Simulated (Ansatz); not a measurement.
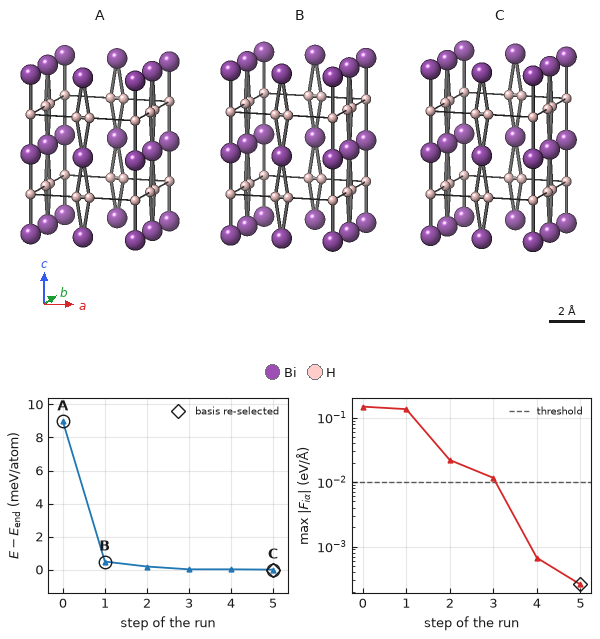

Frames of a relaxation of crystalline Bi$_{3}$H$_{5}$ (a generated structure, set up in P4/mmm), marked on the history of the run. A ball-and-stick model of the cell of the calculation, seen slightly off an axis.

These are results of DFT PBE, scalar-relativistic, plane waves, PAW (Ansatz), not measurements.

Input
```yaml
crystal:
  lattice:
    - [6.4417894811, 0.0, 0.0]
    - [0.0, 6.4417894811, 0.0]
    - [0.0, 0.0, 4.7508333912]
  atoms:
    - { symbol: Bi, position: [0.5, 0.0, 0.5] }
    - { symbol: Bi, position: [0.0, 0.5, 0.5] }
    - { symbol: Bi, position: [0.0, 0.0, 0.5] }
    - { symbol: H, position: [0.4381326336, 0.0, 0.0] }
    - { symbol: H, position: [0.5618673664, 0.0, 0.0] }
    - { symbol: H, position: [0.0, 0.5618673664, 0.0] }
    - { symbol: H, position: [0.0, 0.4381326336, 0.0] }
    - { symbol: H, position: [0.0, 0.0, 0.0] }
basis:
  ecutwfc: 420
kpoints:
  mp_grid: { grid: [6, 6, 8] }
hamiltonian:
  xc: pbe
scf:
  occupations: { method: gaussian, width: 0.1 }
output:
  forces: true
  stress: true
  eigenvalues: true
relax:
  adjacent_minimum: "off"
  f_tol: 0.01
  max_steps: 80
  cell: { stress_tol: 0.05 }
```

Command:
```bash
ansatz run input.yaml --threads 1 --pin off --max-ram 2560MiB --backend cpu --events-out ev --progress --plain --runs-dir out
```

### Describe the path.

The atoms keep their places relative to the cell (all moves are under 0.005 Å). The drawn cell changes at constant volume: a = b 6.442 → 6.309 Å (−2.1 %), c 4.751 → 4.951 Å (+4.2 %). Near-neighbour distances that change, for instance: Bi3–H8 2.375 → 2.475 Å, Bi1–H4 2.409 → 2.506 Å, H4–H5 0.797 → 0.784 Å. The space group stays P4/mmm (No. 123). After 4 accepted moves (5 points after the start) the energy has fallen by 9.0 meV per atom. Largest force component: 0.15 eV/Å at the start, 0.00026 eV/Å at the end. The pressure goes from 0.06 to 0.00 GPa. The SCF was repeated once at an unchanged geometry on a basis and grid sized afresh for the cell, which shifted the energy by less than 0.05 meV per atom at most. Cost: 78 s on 1 thread of Intel(R) Xeon(R) CPU @ 2.60GHz (Ice Lake), with other jobs on the host, peak memory 0.63 GiB. From step 0 to 1: volume −1.6 %, energy −8.5 meV per atom. From step 1 to 5: volume +1.6 %, energy −0.5 meV per atom.

```csv
step,"E − E(0), meV/atom","largest force component, eV/Å","pressure, GPa","volume, Å³/atom",note
0,0.00,0.1482,0.06,24.643,
1,-8.48,0.1355,0.29,24.242,
2,-8.78,0.0220,-0.16,24.817,
3,-8.95,0.0116,0.01,24.628,
4,-8.95,0.0007,0.00,24.631,
5,-8.97,0.0003,0.00,24.631,"same geometry, new basis"
```

Limits of the set-up: layers or molecules are held without a dispersion correction, so their spacing is unreliable.
